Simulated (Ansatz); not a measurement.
## Electronic structure of CH5PSSi (SMILES C[SiH]1PS1) in real space

The calculation's input:

```
crystal:
  periodic: [false, false, false]
  atoms:
    - {symbol: C, position_ang: [-0.200620, 0.895324, -0.920819]}
    - {symbol: Si, position_ang: [0.221545, -0.748985, -0.165874]}
    - {symbol: P, position_ang: [0.789226, -0.957875, 1.960403]}
    - {symbol: S, position_ang: [-1.136929, -1.623011, 1.182912]}
    - {symbol: H, position_ang: [-0.877367, 0.760874, -1.768184]}
    - {symbol: H, position_ang: [-0.687316, 1.534284, -0.182510]}
    - {symbol: H, position_ang: [0.702355, 1.394111, -1.281513]}
    - {symbol: H, position_ang: [0.867761, -1.684733, -1.114552]}
    - {symbol: H, position_ang: [0.409844, 0.383710, 2.273138]}
basis:
  gaussian: {orbitals: def2-TZVPP}
hamiltonian: {xc: pbe0, dispersion: d4}
output: {orbitals: {seedname: orbitals}}
```

Launched as:

```sh
ansatz run in.yaml --threads 2 --pin off --events-out ev --progress --plain --max-ram 4352MiB
```

Geometry: PBE0-D4/def2-TZVP.

The calculation used Ansatz, RKS PBE0-D4/def2-TZVPP.

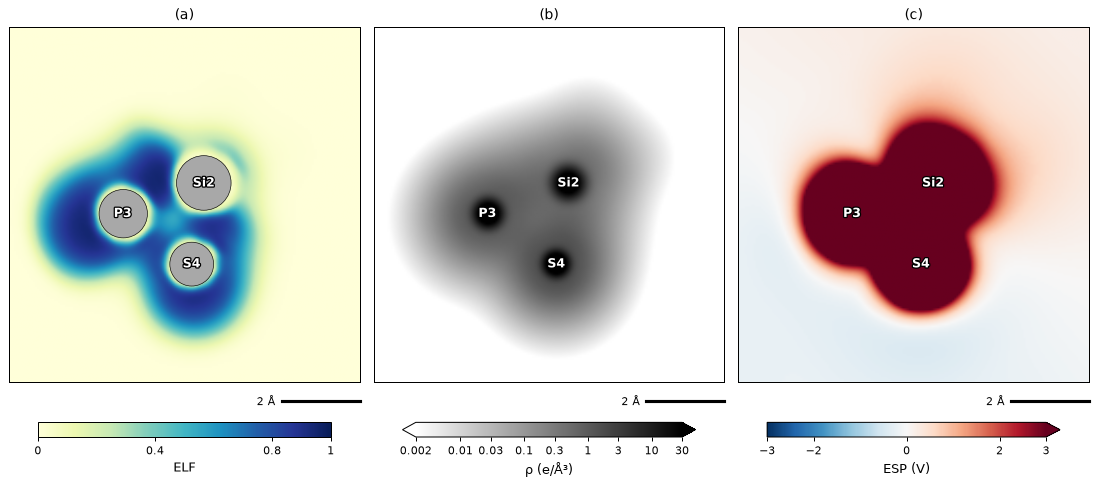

Figure 1. (a) electron localisation function; (b) total electron density; (c) molecular electrostatic potential on the plane of atoms P3, Si2 and S4. Grey discs cover the atomic cores in the ELF map.

Question: What do the fields say about this system?

Answer:
- The plane passes through Si, P and S nuclei.
- Si–S (2.10 Å): the density is about 0.83 e/Å³ at the midpoint; the ELF peaks at about 0.85 between the atoms (a covalent bond).
- P–S (2.18 Å): the density is about 0.77 e/Å³ at the midpoint; the ELF peaks at about 0.80 between the atoms (localised, covalent bonding).
- Si–P (2.21 Å): the density is about 0.71 e/Å³ at the midpoint; the ELF peaks at about 0.90 between the atoms, as expected for a covalent bond.
- The ELF also peaks beside S4 and P3, away from the bonds: lone-pair regions.
- Outside the dense part of the molecule the potential is most negative (−0.4 V) near S4.

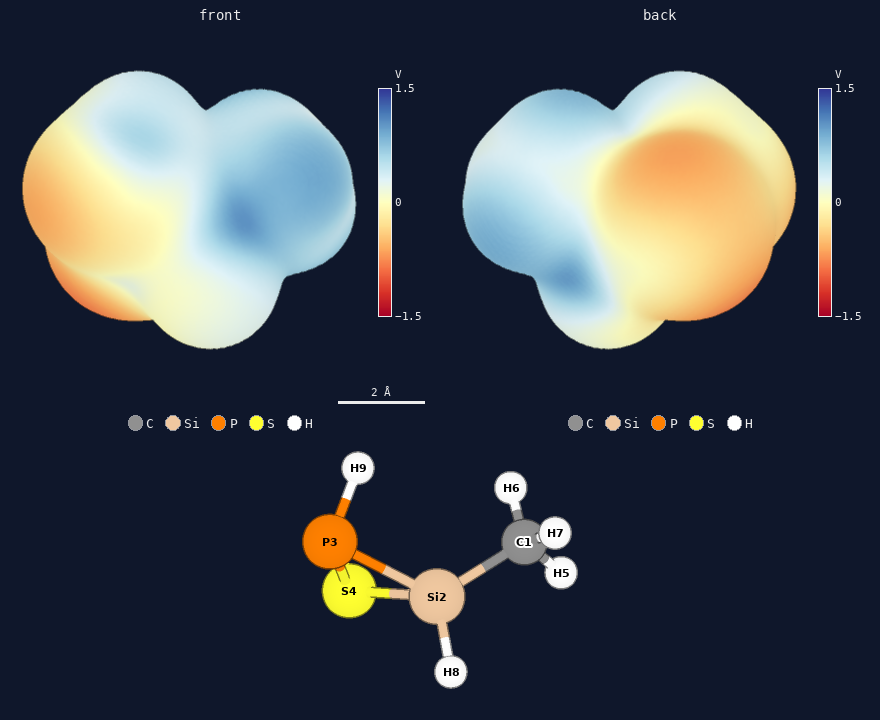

Figure 2. The electrostatic potential painted on the density surface at 0.001 e/bohr³, seen from the front and from behind; red is negative and blue positive. The bare structure is drawn below in the same view.

Question: Describe the electrostatic potential map.

Answer: The most negative region (about −0.8 V, or −18 kcal/mol for a unit charge) lies over S4, the most positive (about +1.0 V, or +23 kcal/mol for a unit charge) over Si2.

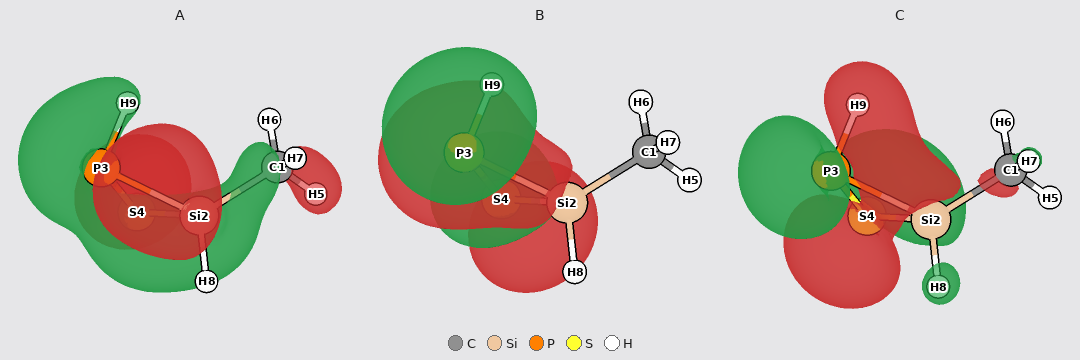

Figure 3. Three frontier orbitals at ±0.08 Å⁻³ᐟ² (green and red are the two phases), in no order.

Question: Which picture is the HOMO−1, the HOMO and the LUMO?

Answer: A is the HOMO−1 (−7.45 eV). Its weight (Hirshfeld) is mainly on P3 (about 35 %), S4 (about 35 %) and Si2 (about 25 %); π-antibonding (π*) across P3–S4. C is the HOMO (−6.87 eV). By Hirshfeld shares it lies mainly on S4 (about 55 %), P3 (about 30 %) and Si2 (about 10 %); π-antibonding (π*) across S4–P3. B is the LUMO (−0.70 eV). Its weight (Hirshfeld) is mainly on P3 (about 55 %), S4 (about 35 %) and Si2 (about 5 %).

Question: What is the HOMO–LUMO gap?

Answer: 6.17 eV between the orbital energies.
